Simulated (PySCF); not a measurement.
**C3H10Si, SMILES `C[SiH](C)C`: what the electrons do**

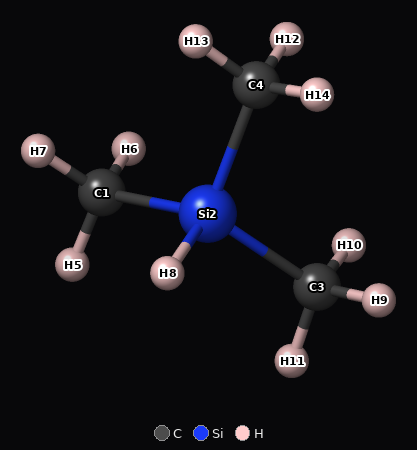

The molecule, with its atoms numbered as below. No frequency check shows the geometry to be a minimum.

Cartesian coordinates (Å):

```
C1      -1.7164   -0.5252   -0.2334
Si2     -0.0001   -0.0001    0.4001
C3       1.3130   -1.2238   -0.2331
C4       0.4033    1.7490   -0.2331
H5      -1.9769   -1.5209    0.1128
H6      -1.7548   -0.5357   -1.3192
H7      -2.4894    0.1541    0.1130
H8      -0.0006   -0.0003    1.8754
H9       2.3055   -0.9517    0.1131
H10      1.3432   -1.2501   -1.3190
H11      1.1112   -2.2330    0.1130
H12      0.4135    1.7877   -1.3189
H13     -0.3286    2.4724    0.1132
H14      1.3781    2.0788    0.1134
```

### 1. Excited states

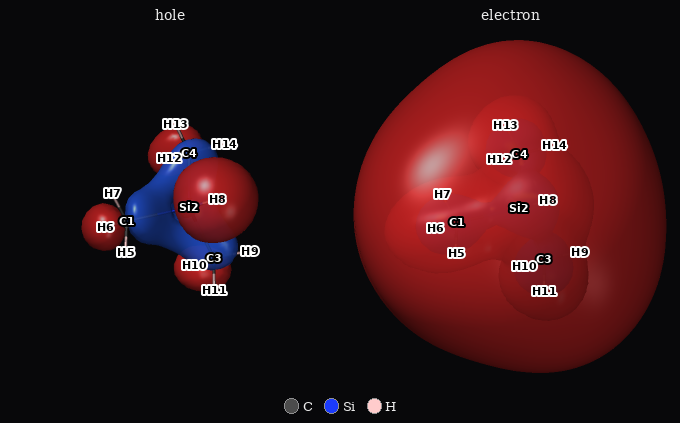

Leading natural transition orbital pair of S₃ (TDA singlet states); the surfaces enclose about 85 % of each orbital's density.

Level of theory: PBE0/6-31+G* (PySCF), at a geometry from GFN2-xTB.

Question: Where does the state lie, and where do hole and electron sit?

Answer: 7.99 eV (155 nm), f = 0.002, diffuse (Rydberg-like) orbital; the leading pair carries 98 %; hole on H8 (32 %), Si2 (30 %) and C1, C3 and C4 (8 % each), electron on Si2 (17 %), C1, C3 and C4 (14 % each) and H6, H10 and H12 (5 % each) (atom shares of so diffuse an orbital are rough); their centroids lie 1.3 Å apart. In canonical orbitals it is mainly HOMO−2 → LUMO (97 %). The HOMO–LUMO gap is 8.59 eV.

### 2. In an electric field

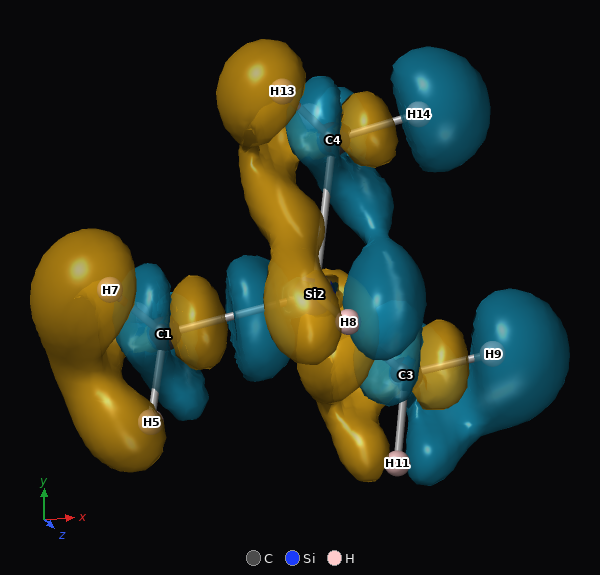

Change of the electron density in a uniform field of 0.26 V/Å, surfaces at ±0.002 e/Å³ (yellow: gain, teal: loss).

PySCF calculation, PBE0/6-311+G**, gas phase; geometry: GFN2-xTB. The basis has diffuse s and p functions alone, which still leaves polarisabilities too small, most of all across bonds.

Question: Along which Cartesian direction does the field point?

Answer: Along +x: electrons gather on the −x side, against the field.

Question: What dipole is induced, and what polarisability does it imply?

Answer: The induced dipole is 0.83 D (along the field); α along this axis, from the fields in both directions, is 65 bohr³ (9.7 Å³).

Question: Which atoms gain and lose the most charge?

Answer: Electrons gather most on H7 (Hirshfeld charge changes by −0.010 e) and leave H9 most (+0.011 e); 0.074 electrons are displaced in all.

### 3. Localised orbitals

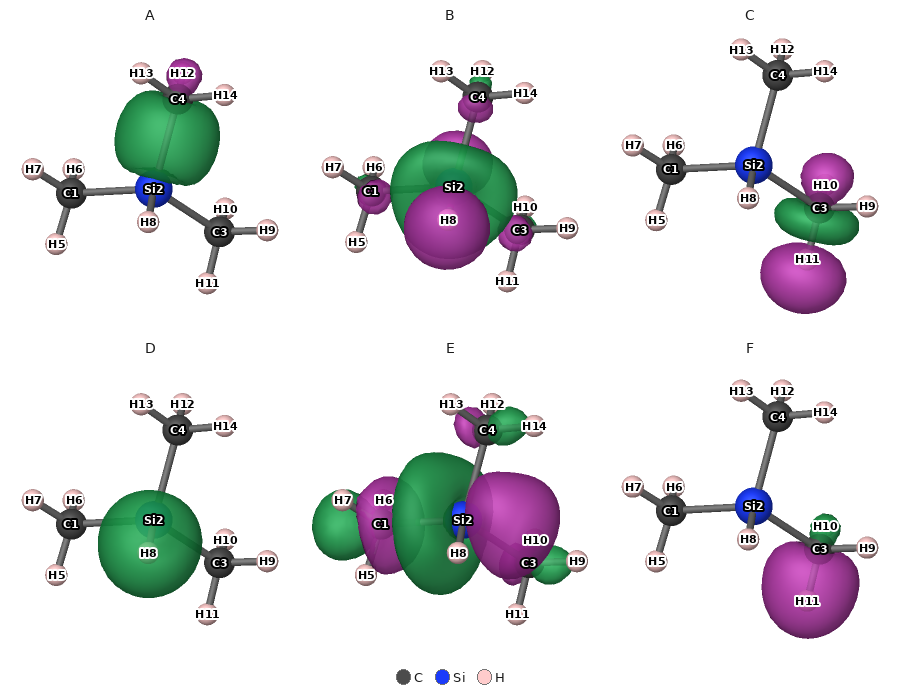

Intrinsic bond orbitals (IBO), occupied and valence-virtual; each surface holds about 80 % of the orbital's density. Energies are diagonal elements of the Fock matrix.

PySCF calculation, TPSSh/def2-TZVP, gas phase; geometry: GFN2-xTB.

Question: Name the orbitals, with their atomic make-up and energies.

Answer: By panel:
- A: σ bond C4–Si2 (C4 65 %, Si2 34 %; −10.5 eV)
- B: σ* orbital Si2–H8 (Si2 55 %, H8 41 %; 6.9 eV)
- C: σ* orbital H11–C3 (H11 57 %, C3 42 %; 9.6 eV)
- D: σ bond H8–Si2 (H8 57 %, Si2 42 %; −10.2 eV)
- E: σ* orbital Si2–C1, mostly on Si2 (Si2 65 %, C1 34 %; 5.9 eV)
- F: σ bond C3–H11 (C3 57 %, H11 42 %; −12.4 eV)

Question: Which has the smallest and which the largest spatial spread?

Answer: Smallest: F (0.86 Å); largest: E (1.54 Å).

### 4. Stretching a bond

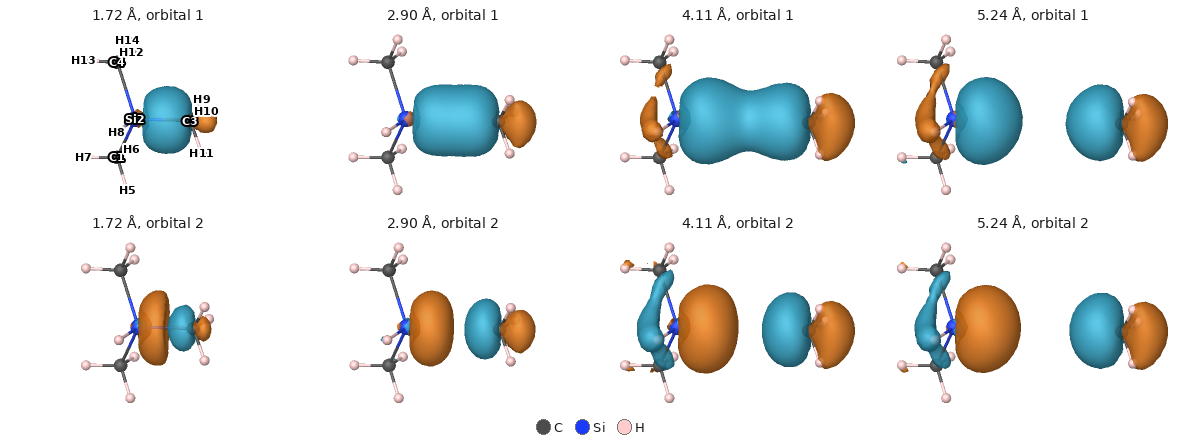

Rigid stretch of the Si2–C3 bond. The two CASSCF(2,2) natural orbitals nearest half filling (orbital 1 the more occupied).

PySCF calculation, def2-SVP basis, gas phase; geometry: GFN2-xTB.

Question: How do the occupations change along the stretch?

Answer: 1.72 Å: 1.99 and 0.01; 2.90 Å: 1.84 and 0.16; 4.11 Å: 1.31 and 0.69; 5.24 Å: 1.07 and 0.93. At the longest distance computed (5.24 Å) they are 1.07 and 0.93, and the effective number of unpaired electrons is 2.0.

Question: Where does the UHF solution part from RHF?

Answer: Between 2.52 Å (⟨S²⟩ = 0, the two coincide) and 2.90 Å (⟨S²⟩ = 0.53); at 5.24 Å ⟨S²⟩ is 1.01 and UHF lies 4.3 eV below RHF.

Question: How much energy does the stretch cost?

Answer: By CASSCF, 3.8 eV from the lowest point of the scan (1.87 Å) to 5.24 Å; RHF gives 7.7 eV from its own lowest point. The fragments aren't relaxed and dynamic correlation is missing, so this isn't a bond dissociation energy.
